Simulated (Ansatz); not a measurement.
Geometry relaxation, with input and output: GaH3BrClO (part 2 of 2)

GaH3BrClO; RKS B3LYP/def2-SVP (Ansatz 0.2.0). The input holds or restrains some coordinates. Forces given for the steps count only the free coordinates. It belongs to a series of runs on one base structure; here: pulled along the bonds that form and break, towards end B.

Geometry of the input (Å):
```
Ga 0.0000  0.0000  0.0000
O  0.0000  0.0000  2.1400
H  -0.9095  -0.2814  2.4771
Cl 1.9398  0.0000  -1.1200
H  -1.3596  0.0000  -0.7850
Br 0.5801  2.5152  0.8577
H  0.2824  1.2242  2.0160
```

```
  distance Ga 0 - Br 5 = 2.3960 Å
  distance H 6 - O 1 = 0.9870 Å
  distance Ga 0 - O 1 = 2.9732 Å
  distance H 6 - Br 5 = 2.7520 Å
1135 factors; integrals over basis functions are off by at most 6.6e-4 eV
mean field -137027.79368196 eV, -5035.6785370374 hartree, gradient 1.0e-5 eV, S^2 0.000000; 1 other end points of the search recorded, 0 dependent functions left out
the calculation of the forces begins
reference -137027.79393889 eV, -5035.6785464795 hartree; 47, 47 occupied and 64, 64 virtual orbitals, 1135 factors
Total energy: -137027.79393889 eV, -5035.6785464795 hartree
Atom 0 at     0.126687     0.561825    -0.496802 Å, force    -0.039954     0.497315     0.729170 eV/Å
Atom 1 at     0.018962    -0.141022     2.390105 Å, force     0.222606     0.781191    -0.429991 eV/Å
Atom 2 at    -0.902330    -0.170035     2.686466 Å, force    -0.013177     0.015088    -0.000600 eV/Å
Atom 3 at     1.980934    -0.333035    -1.110385 Å, force     0.018120    -0.007670    -0.000758 eV/Å
Atom 4 at    -1.275653     0.001153    -0.872194 Å, force     0.056075     0.016573     0.030210 eV/Å
Atom 5 at     0.320217     2.728436     0.507841 Å, force    -0.049297    -0.593790    -0.317973 eV/Å
Atom 6 at     0.264382     0.810679     2.480769 Å, force    -0.194372    -0.708706    -0.010057 eV/Å
Dipole moment:    -0.529399    -0.028765     0.212136 e Å
```

**Trajectory as extended XYZ (Å, eV, eV/Å), 8 frames, from step=1 to step=8**
```
7
Properties=species:S:1:pos:R:3:forces:R:3 step=1 energy=-137026.63947
Ga    0.0000    0.0000    0.0000    1.1078   1.7078   0.4635
O     0.0000    0.0000    2.1400   -0.8405   0.1144  -1.3053
H    -0.9095   -0.2814    2.4771    1.4921   0.8564  -0.3658
Cl    1.9398    0.0000   -1.1200   -0.7931  -0.7201   0.5642
H    -1.3596    0.0000   -0.7850    0.0805  -0.3955   0.3888
Br    0.5801    2.5152    0.8577   -0.3435  -0.2195   0.1331
H     0.2824    1.2242    2.0160   -0.7032  -1.3435   0.1215
7
Properties=species:S:1:pos:R:3:forces:R:3 step=2 energy=-137026.84447
Ga    0.0241    0.0925   -0.1183    1.0404   2.2533   0.8414
O     0.0082   -0.0002    2.2791    0.6548   1.2245  -1.8834
H    -0.9131   -0.2780    2.4823    0.5010   1.0073   0.1458
Cl    1.9421   -0.0066   -1.1218   -0.1249  -0.8186   0.0983
H    -1.3634   -0.0032   -0.7855   -0.2283  -0.4513   0.2702
Br    0.5906    2.5741    0.7091   -0.5930  -0.8695   0.0355
H     0.2447    1.0794    2.1409   -1.2500  -2.3457   0.4921
7
Properties=species:S:1:pos:R:3:forces:R:3 step=3 energy=-137027.16521
Ga    0.0531    0.2142   -0.2417    0.3247   2.3612   0.9085
O     0.0220   -0.0059    2.4078    0.3103  -1.2818  -1.1127
H    -0.9150   -0.2632    2.4890    0.2883   0.9168   0.1841
Cl    1.9503   -0.0198   -1.1269    0.6709  -0.9345  -0.3681
H    -1.3691   -0.0105   -0.7822   -0.2096  -0.4352   0.2409
Br    0.5898    2.5992    0.5654   -0.6829  -0.9329  -0.0656
H     0.2021    0.9441    2.2745   -0.7017   0.3063   0.2128
7
Properties=species:S:1:pos:R:3:forces:R:3 step=4 energy=-137027.44632
Ga    0.0733    0.3714   -0.3545    0.0254   1.5739   0.5367
O     0.0236   -0.0643    2.5141    0.2592  -1.2597  -0.7470
H    -0.9247   -0.2554    2.5026   -0.0171   0.4949   0.1795
Cl    1.9837   -0.0633   -1.1484    0.5004  -0.8195  -0.3206
H    -1.3734   -0.0275   -0.7703    0.1340  -0.2338   0.2435
Br    0.5717    2.6228    0.4360   -0.5936  -0.5898   0.0429
H     0.1790    0.8742    2.4063   -0.3083   0.8340   0.0651
7
Properties=species:S:1:pos:R:3:forces:R:3 step=5 energy=-137027.73032
Ga    0.1275    0.5161   -0.4728    0.1564   0.6240   0.6397
O     0.0210   -0.1184    2.4420   -0.3577   1.0894  -0.4196
H    -0.9438   -0.2301    2.5851    0.6406   0.1939  -0.0195
Cl    2.0169   -0.2374   -1.2087   -0.2615  -0.0968   0.0413
H    -1.3181   -0.0474   -0.7345    0.3341   0.0540   0.0525
Br    0.4561    2.7086    0.4676   -0.2360  -0.6592  -0.2730
H     0.1734    0.8666    2.5071   -0.2760  -1.2053  -0.0214
7
Properties=species:S:1:pos:R:3:forces:R:3 step=6 energy=-137027.74485
Ga    0.1762    0.5582   -0.5078   -0.0654   0.5441   0.7540
O    -0.0313   -0.1302    2.3746   -1.2644   0.6184   0.3217
H    -0.9498   -0.2070    2.7773    1.5144   0.1423  -0.7412
Cl    2.0075   -0.2930   -1.2528   -0.0400   0.0110   0.0426
H    -1.2388   -0.0345   -0.7632    0.0638   0.0230  -0.0389
Br    0.3923    2.7350    0.4915   -0.0518  -0.6750  -0.3432
H     0.1771    0.8296    2.4663   -0.1565  -0.6639   0.0049
7
Properties=species:S:1:pos:R:3:forces:R:3 step=7 energy=-137027.78661
Ga    0.1113    0.5850   -0.5142    0.2886   0.4331   0.8585
O     0.0558   -0.1187    2.3763    0.1774   0.8777  -0.4203
H    -0.8578   -0.2539    2.6580   -0.1479  -0.0503   0.0543
Cl    1.9669   -0.3640   -1.0704   -0.1049   0.0638  -0.0249
H    -1.2868    0.0121   -0.8486   -0.0672   0.0083  -0.0406
Br    0.3560    2.7441    0.4953   -0.1010  -0.5817  -0.3629
H     0.1877    0.8534    2.4895   -0.0450  -0.7510  -0.0642
7
Properties=species:S:1:pos:R:3:forces:R:3 step=8 energy=-137027.79368
Ga    0.1267    0.5618   -0.4968   -0.0400   0.4973   0.7292
O     0.0190   -0.1410    2.3901    0.2226   0.7812  -0.4300
H    -0.9023   -0.1700    2.6865   -0.0132   0.0151  -0.0006
Cl    1.9809   -0.3330   -1.1104    0.0181  -0.0077  -0.0008
H    -1.2757    0.0012   -0.8722    0.0561   0.0166   0.0302
Br    0.3202    2.7284    0.5078   -0.0493  -0.5938  -0.3180
H     0.2644    0.8107    2.4808   -0.1944  -0.7087  -0.0101
```

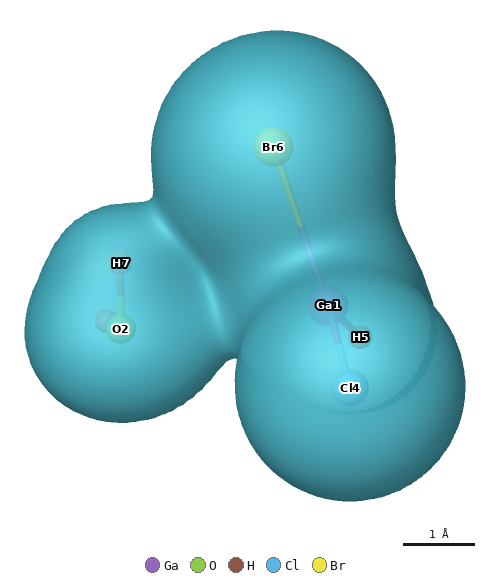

*Isosurface of the electron density at 0.05 e/Å³ (cyan), seen at an oblique angle.*

At this value the surface is in one piece. On the grid the lowest density along these lines, outside the cores, is 0.08 e/Å³ (Ga···O, 2.97 Å), 0.62 e/Å³ (Ga–Cl, 2.15 Å), 0.47 e/Å³ (Ga–Br, 2.40 Å) and 2.3 e/Å³ (O–H, 0.97 Å).

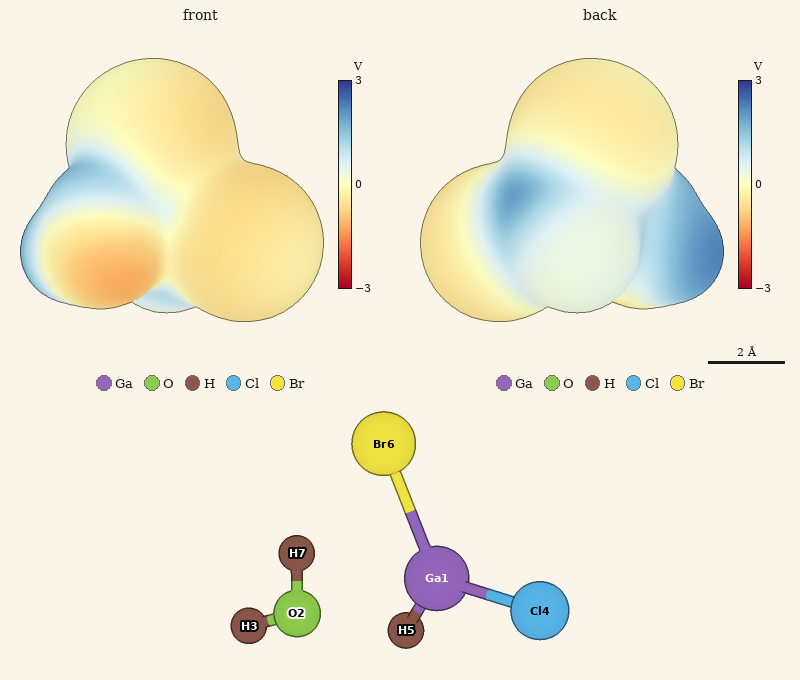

*The molecular electrostatic potential painted on the density surface at 0.001 e/bohr³, seen at a tilt and from behind; red is negative and blue positive. The bare structure is drawn below in the same view.*

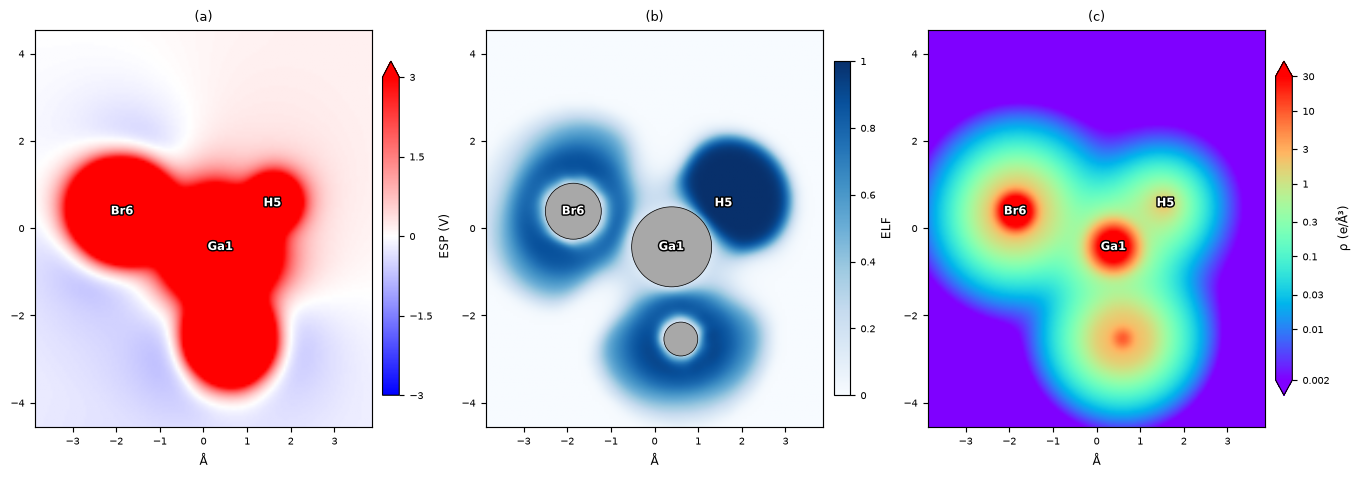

*(a) molecular electrostatic potential; (b) electron localisation function; (c) total electron density on the plane of atoms H5, Ga1 and Br6. Grey discs, where drawn, cover atomic cores.*

The section cuts through Ga, H and Br sites. Ga–Br (2.40 Å): ρ at the midpoint is about 0.53 e/Å³, with its minimum of 0.47 e/Å³ about 1.0 Å from Ga; the ELF peaks at about 0.75 in the valence shell of Br, 1.0 Å from its nucleus, and is about 0.65 at the midpoint. Ga–H (1.56 Å): ρ is about 1 e/Å³ halfway, with its minimum of 0.78 e/Å³ about 0.9 Å from Ga; the ELF climbs to about 1 towards the hydrogen, as it does in any bond to H.
